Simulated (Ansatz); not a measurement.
# Amorphous SiCO: valence band and core levels, part 4 of 6

How wide do site differences make the core lines of amorphous SiCO?

Ansatz 0.2.0; DFT, PBEsol, plane-wave PAW, default files, scalar-relativistic.

So far. Step 4 (Dynamics at 300 K): Beyond half the shortest lattice vector, 3.8 Å, g(r) counts periodic images.

**5. Relaxing the atoms**

The free atoms are relaxed at fixed cell.

The quenched cell is relaxed to a local minimum.

Input file input.yaml:

```yaml
crystal:
  lattice:
    - [7.5090830355, 0.0, 0.0]
    - [0.0, 7.5090830355, 0.0]
    - [0.0, 0.0, 7.5090830355]
  atoms:
    - { symbol: Si, position: [1.0840010027, 0.8065785287, 1.0356626702] }
    - { symbol: Si, position: [0.274177246, 0.5821948943, 0.2981235925] }
    - { symbol: Si, position: [1.0270327127, 0.266344254, 0.7893174892] }
    - { symbol: Si, position: [0.5385481495, 1.0859623273, 0.2506877637] }
    - { symbol: Si, position: [0.3178665647, 1.0000964224, 0.7258993456] }
    - { symbol: Si, position: [0.4829065927, 0.7433368653, 0.4525524828] }
    - { symbol: Si, position: [0.6826520163, 0.421059498, 0.3357120561] }
    - { symbol: Si, position: [0.2996425648, 0.3823369451, 0.9240788226] }
    - { symbol: Si, position: [0.0836643288, 1.0970785123, 0.5290005397] }
    - { symbol: Si, position: [0.8968437492, 0.1489186841, 0.1208180023] }
    - { symbol: O, position: [0.4401437316, 0.8878321601, 0.2737138274] }
    - { symbol: O, position: [0.4340859787, 0.4822402154, 0.7578123718] }
    - { symbol: O, position: [0.1194338376, 0.4769078488, 0.8405480715] }
    - { symbol: O, position: [0.8480557419, 0.2429681896, -0.0836034636] }
    - { symbol: O, position: [1.1082174898, 0.720846659, 0.2460619845] }
    - { symbol: O, position: [0.5143215321, 0.1569435013, 0.4637963234] }
    - { symbol: O, position: [0.6629518286, 0.6201047931, 0.4448681286] }
    - { symbol: O, position: [0.7155174825, 0.0200053302, 0.1352405347] }
    - { symbol: O, position: [0.1681819359, 0.4326102534, 0.4369622961] }
    - { symbol: O, position: [0.3628691448, 0.776623398, 0.8200483932] }
    - { symbol: C, position: [0.9055070001, 0.3233889888, 0.288896987] }
    - { symbol: C, position: [0.3837064918, 0.4307500597, 0.1312326879] }
    - { symbol: C, position: [0.4175666085, 0.6453353127, 0.7082592234] }
    - { symbol: C, position: [0.1988850252, 1.1387880921, 0.907806465] }
    - { symbol: C, position: [0.1120941878, 1.0509783838, 0.0690451305] }
    - { symbol: C, position: [1.0849238, 0.2989560691, 0.3687707778] }
    - { symbol: C, position: [0.8720798017, 0.9900874748, 0.557816025] }
    - { symbol: C, position: [0.5250761286, 0.9980191828, 0.5829533482] }
    - { symbol: C, position: [0.7109974334, 0.9918182134, 0.6077805529] }
    - { symbol: C, position: [0.5180915425, 0.3235211358, 0.1841674734] }
kpoints:
  mp_grid: { grid: [2, 2, 2] }
scf:
  occupations: { method: fermi_dirac, width: 0.03 }
  n_extra_bands: 23
hamiltonian:
  xc: pbesol
  pseudopotentials: { kind: paw }
output:
  forces: true
relax:
  f_tol: 0.05
  max_steps: 60
```

Started as:

```sh
$ ansatz run input.yaml --threads 8 --pin off --max-ram 40960MiB --backend cuda --events-out ev --progress --plain --runs-dir out
```

Numbers of over 12 decimals in the logs are rounded to 6 here.

What it wrote:

```text
[...]
Crystal: 30 atoms, lattice volume = 423.410 Å³
Basis set: ecut = 420 eV, 8289 PW (Γ), exchange–correlation on 108×108×108 points (8 copies of the dense FFT grid, shifted against one another)
Bands: 93, of which v1, the nominal top of the filled ones, is band 70 counted from 1 (69 counted from 0)
Symmetry: 1 space group operations
[...]
k-points: 8
[...]
SCF iter   1: F=—  HF=-14279.375151 eV  |F-HF|=—  |Δ(HF+E_count)|=         —  Δρ=1.37e-2  dr2=1.14e0  ethr=1.77e-3  ⟨swp⟩=7.8  Hψ=3707  notcnv=0  defer=69
[...]
SCF iter   2: F=—  HF=-14279.190788 eV  |F-HF|=—  |Δ(HF+E_count)|=   1.84e-1  Δρ=7.05e-3  dr2=4.17e-1  ethr=8.12e-4  ⟨swp⟩=3.1  Hψ=1471  notcnv=0  defer=113
[...]
SCF 1 converged in 8 iterations: F = -14279.148683 eV  dr2 = 8.09e-6
[...]
relax step   1: F+E_penalty+E_count = -14279.14868333 eV  Δ(F+E_penalty+E_count) = +0.000e0 eV  max|allowed force component| = 3.892e0 eV/Å  Δτ_max = 0.0000 Å  (8 SCF iters, dr2 threshold 6.25e-5 eV, accepted)
[...]
SCF 2 converged in 8 iterations: F = -14280.677542 eV  dr2 = 4.89e-6
[...]
relax step   2: F+E_penalty+E_count = -14280.67754156 eV  Δ(F+E_penalty+E_count) = -1.529e0 eV  max|allowed force component| = 1.825e0 eV/Å  Δτ_max = 0.1710 Å  (8 SCF iters, dr2 threshold 1.00e-4 eV, accepted)
[...]
SCF 3 converged in 7 iterations: F = -14281.256295 eV  dr2 = 1.29e-5
relax step   3: F+E_penalty+E_count = -14281.25629513 eV  Δ(F+E_penalty+E_count) = -5.788e-1 eV  max|allowed force component| = 1.232e0 eV/Å  Δτ_max = 0.1523 Å  (7 SCF iters, dr2 threshold 1.00e-4 eV, accepted)
[...]
relax step   8: F+E_penalty+E_count = -14281.51038105 eV  Δ(F+E_penalty+E_count) = -9.245e-3 eV  max|allowed force component| = 1.263e-1 eV/Å  Δτ_max = 0.0506 Å  (9 SCF iters, accepted)
[...]
relax step  13: F+E_penalty+E_count = -14281.52553002 eV  Δ(F+E_penalty+E_count) = -2.764e-3 eV  max|allowed force component| = 6.847e-2 eV/Å  Δτ_max = 0.0380 Å  (7 SCF iters, dr2 threshold 4.17e-6 eV, accepted)
[...]
relax step  18: F+E_penalty+E_count = -14281.62998514 eV  Δ(F+E_penalty+E_count) = -1.737e-2 eV  max|allowed force component| = 3.930e-1 eV/Å  Δτ_max = 0.0737 Å  (5 SCF iters, dr2 threshold 1.00e-4 eV, accepted)
[...]
relax step  23: F+E_penalty+E_count = -14282.84737249 eV  Δ(F+E_penalty+E_count) = -3.651e-1 eV  max|allowed force component| = 1.770e0 eV/Å  Δτ_max = 0.1945 Å  (7 SCF iters, dr2 threshold 1.00e-4 eV, accepted)
[...]
SCF 26 converged in 7 iterations: F = -14283.356976 eV  dr2 = 1.11e-5
[...]
relax step  28: F+E_penalty+E_count = -14283.43864092 eV  Δ(F+E_penalty+E_count) = -2.623e-2 eV  max|allowed force component| = 4.716e-1 eV/Å  Δτ_max = 0.1910 Å  (7 SCF iters, dr2 threshold 2.91e-5 eV, accepted)
[...]
SCF 31 converged in 12 iterations: F = -14283.463290 eV  dr2 = 4.31e-8
[...]
E_nonlocal   = 1010.171263
  E_hartree    = 2916.296902
  E_xc         = -1750.679576
  E_vxc        = -1993.565983  (∫ρ·V_xc dr)
  E_paw        = -7470.231780  (= ΣΔE_a)
  E_vpaw       = -454.163252  (= ΣTr[D̂ρ^β])
  E_aug_tail   = 0.024990  (compensation charges beyond the density's cutoff)
  E_ewald      = -4063.676277
  E_core_change = 0.879491  (= ΣΔE_core)
  E_smearing   = -0.022469  (= −TS)
  E_closure    = 0.000000  (closes the sum)
  Σ components = -14283.464350   (vs F -14283.464350, Δ=0.00e0)
--- Forces (eV/Å), atoms counted from 1 ---
  atom   1  Si    -0.00219061     0.00033336    -0.01434573
  atom   2  Si     0.00451360    -0.01623464     0.00412574
  atom   3  Si    -0.01136447     0.01439416    -0.02332730
  atom   4  Si     0.00986917    -0.01699875     0.02749088
  atom   5  Si    -0.01099719    -0.00254098    -0.00708808
  atom   6  Si    -0.00232318     0.02373580     0.00053840
  atom   7  Si     0.00185950    -0.00496232    -0.00940083
  atom   8  Si     0.00990165     0.00934092     0.00253236
  atom   9  Si     0.01074305    -0.00639473     0.01668753
  atom  10  Si     0.00127284    -0.00465801     0.00446069
  atom  11  O      0.00759025     0.00126879    -0.00085610
  atom  12  O      0.00848343     0.01796116    -0.01008565
  atom  13  O     -0.00409008    -0.00409286     0.00506561
  atom  14  O      0.01238386    -0.00172597     0.00665148
  atom  15  O     -0.00328387    -0.00575218     0.00937073
  atom  16  O     -0.00040843     0.00171738    -0.00336941
  atom  17  O      0.01152500    -0.00846753    -0.00361274
  atom  18  O      0.00027189     0.01130242    -0.00381685
  atom  19  O     -0.01271077    -0.01268216    -0.00577527
  atom  20  O     -0.03490930    -0.01322671    -0.03686347
  atom  21  C     -0.01647591     0.01068907     0.00001194
  atom  22  C     -0.01519869     0.01597756    -0.00937578
  atom  23  C      0.03422804    -0.01870325     0.04120989
  atom  24  C     -0.01649608     0.00734298     0.00348820
  atom  25  C      0.00965083    -0.01029230    -0.00318366
  atom  26  C      0.00201659     0.00894819     0.00179225
  atom  27  C     -0.02615819    -0.00174182     0.00075068
  atom  28  C     -0.00268825    -0.00045365     0.02236242
  atom  29  C      0.02734186     0.00544533    -0.02266774
  atom  30  C      0.00758984     0.00052738     0.00715181
  max |Σ_I F_I| component: 7.80e-5 eV/Å
--- Relaxed structure (32 steps of the walk, 30 accepted, 0 SCFs on fresh bases) ---
  F+E_penalty+E_count = -14283.46434988 eV   max|allowed force component| = 4.121e-2 eV/Å
  atoms:
    - { symbol: Si, position: [1.217727, 0.873905, 1.045778] }
    - { symbol: Si, position: [0.267903, 0.590267, 0.306455] }
    - { symbol: Si, position: [0.999640, 0.305523, 0.811067] }
    - { symbol: Si, position: [0.525497, 1.074854, 0.215579] }
    - { symbol: Si, position: [0.268910, 0.980984, 0.741979] }
    - { symbol: Si, position: [0.478724, 0.700864, 0.510900] }
    - { symbol: Si, position: [0.694381, 0.447953, 0.305980] }
    - { symbol: Si, position: [0.287589, 0.396861, 0.929482] }
    - { symbol: Si, position: [0.039470, 1.119704, 0.562851] }
    - { symbol: Si, position: [0.881745, 0.161247, 0.122946] }
    - { symbol: O, position: [0.426640, 0.917802, 0.100840] }
    - { symbol: O, position: [0.433600, 0.431398, 0.764779] }
    - { symbol: O, position: [0.100237, 0.498332, 0.858844] }
    - { symbol: O, position: [0.823988, 0.270430, -0.064633] }
    - { symbol: O, position: [1.141760, 0.725085, 0.189301] }
    - { symbol: O, position: [0.431286, 0.058010, 0.416773] }
    - { symbol: O, position: [0.662958, 0.642121, 0.397444] }
    - { symbol: O, position: [0.732682, 0.014235, 0.182027] }
    - { symbol: O, position: [0.154972, 0.450798, 0.445239] }
    - { symbol: O, position: [0.613763, 0.657508, 0.848517] }
    - { symbol: C, position: [0.896298, 0.335141, 0.296835] }
    - { symbol: C, position: [0.376550, 0.442766, 0.148235] }
    - { symbol: C, position: [0.517331, 0.589750, 0.738772] }
    - { symbol: C, position: [0.198390, 1.168994, 0.911871] }
    - { symbol: C, position: [0.099823, 1.079643, 0.057115] }
    - { symbol: C, position: [1.045356, 0.318083, 0.403636] }
    - { symbol: C, position: [0.819332, 1.023277, 0.578410] }
    - { symbol: C, position: [0.477410, 0.952208, 0.568974] }
    - { symbol: C, position: [0.661724, 0.988159, 0.606761] }
    - { symbol: C, position: [0.514357, 0.326728, 0.201274] }
```

Wall time 12 s (1 × NVIDIA GB200 with 8 threads of Arm Neoverse V2, shared host); peak memory 1.1 GiB; 40 s of CPU time.

Relaxation path:

```
step  energy less that of the first step (eV)  largest force component (eV/Å)
   1                                   0.0000                          3.8923
   3                                  -2.1076                          1.2315
   5                                  -2.3302                          0.2918
   7                                  -2.3525                          0.1196
   9                                  -2.3677                          0.0837
  11                                  -2.3721                          0.0636
  13                                  -2.3768                          0.0685
  15                                  -2.4029                          0.2642
  17                                  -2.4639                          0.4582
  19                                  -2.5231                          0.3678
  21                                  -2.9084                          1.1831
  23                                  -3.6987                          1.7703
  25                                  -4.1322                          0.4991
  27                                  -4.2637                          0.3009
  29                                  -4.3015                          0.3438
  31                                  -4.3146                          0.0902
  32                                  -4.3157                          0.0412
```

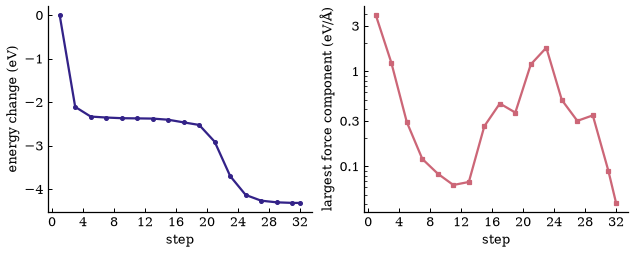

Energy and largest force along the relaxation.

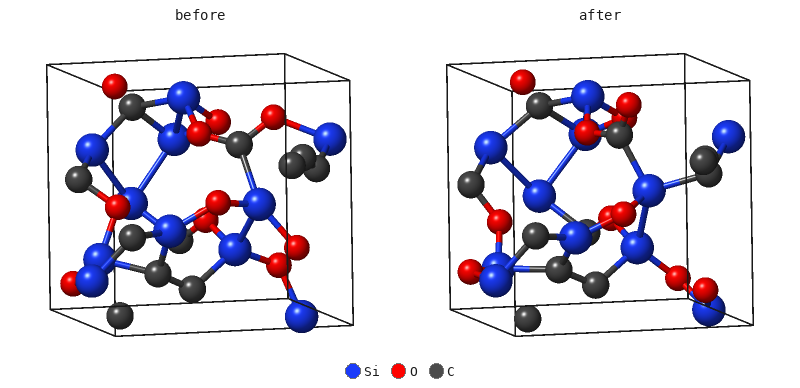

Before and after, at one scale. Bonds to atoms that aren't drawn are left out.

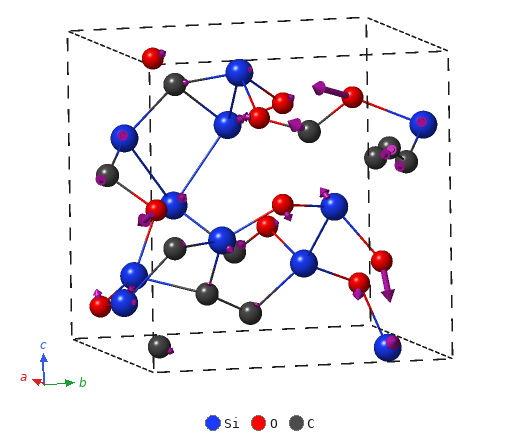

Displacements in the relaxation, scaled; the longest in the cell stands for 2.10 Å. Bonds to atoms that aren't drawn are left out. Some periodic images of atoms are drawn too.

The atoms that moved most (Å):

```
atom      dx      dy      dz  length
 O20   1.884  -0.894   0.214   2.096
 O11  -0.101   0.225  -1.298   1.321
 Si1   1.004   0.506   0.076   1.127
 O16  -0.624  -0.743  -0.353   1.032
 C23   0.749  -0.417   0.229   0.888
 Si6  -0.031  -0.319   0.438   0.543
 C28  -0.358  -0.344  -0.105   0.507
 O15   0.252   0.032  -0.426   0.496
```

The relaxed structure:

```cif
data_structure
_symmetry_space_group_name_H-M 'P 1'
_symmetry_Int_Tables_number 1
_cell_length_a 7.5091
_cell_length_b 7.5091
_cell_length_c 7.5091
_cell_angle_alpha 90.000
_cell_angle_beta 90.000
_cell_angle_gamma 90.000
_cell_volume 423.41
loop_
_atom_site_label
_atom_site_type_symbol
_atom_site_fract_x
_atom_site_fract_y
_atom_site_fract_z
_atom_site_occupancy
Si1 Si 0.21773 0.87391 0.04578 1
Si2 Si 0.26790 0.59027 0.30645 1
Si3 Si 0.99964 0.30552 0.81107 1
Si4 Si 0.52550 0.07485 0.21558 1
Si5 Si 0.26891 0.98098 0.74198 1
Si6 Si 0.47872 0.70086 0.51090 1
Si7 Si 0.69438 0.44795 0.30598 1
Si8 Si 0.28759 0.39686 0.92948 1
Si9 Si 0.03947 0.11970 0.56285 1
Si10 Si 0.88175 0.16125 0.12295 1
O11 O 0.42664 0.91780 0.10084 1
O12 O 0.43360 0.43140 0.76478 1
O13 O 0.10024 0.49833 0.85884 1
O14 O 0.82399 0.27043 0.93537 1
O15 O 0.14176 0.72508 0.18930 1
O16 O 0.43129 0.05801 0.41677 1
O17 O 0.66296 0.64212 0.39744 1
O18 O 0.73268 0.01423 0.18203 1
O19 O 0.15497 0.45080 0.44524 1
O20 O 0.61376 0.65751 0.84852 1
C21 C 0.89630 0.33514 0.29684 1
C22 C 0.37655 0.44277 0.14824 1
C23 C 0.51733 0.58975 0.73877 1
C24 C 0.19839 0.16899 0.91187 1
C25 C 0.09982 0.07964 0.05712 1
C26 C 0.04536 0.31808 0.40364 1
C27 C 0.81933 0.02328 0.57841 1
C28 C 0.47741 0.95221 0.56897 1
C29 C 0.66172 0.98816 0.60676 1
C30 C 0.51436 0.32673 0.20127 1
```

Numbers from this step:

* free energy: -14283.4643 eV
* energy at zero smearing: -14283.4531 eV
* smearing term TS: 0.02247 eV
* Fermi energy: 5.053 eV

The relaxation ends 144 meV an atom lower, with a largest force component of 0.041 eV/Å.

(Part 4 of 6 ends here.)

[Logs are printed without paths, hosts, clocks, repeated set-up lines and the standing remarks that a program may print on its own settings, such as how far it seeks lower states.]

[Hosts, paths, dates, database ids (printed as entryN), source tags and the programs' standing remarks are cut or masked in the printed files.]

[Maps of the electrostatic potential energy from Ansatz leave out the sawtooth potential of an applied field or a dipole correction, so their vacuum need not be flat; work functions include it.]
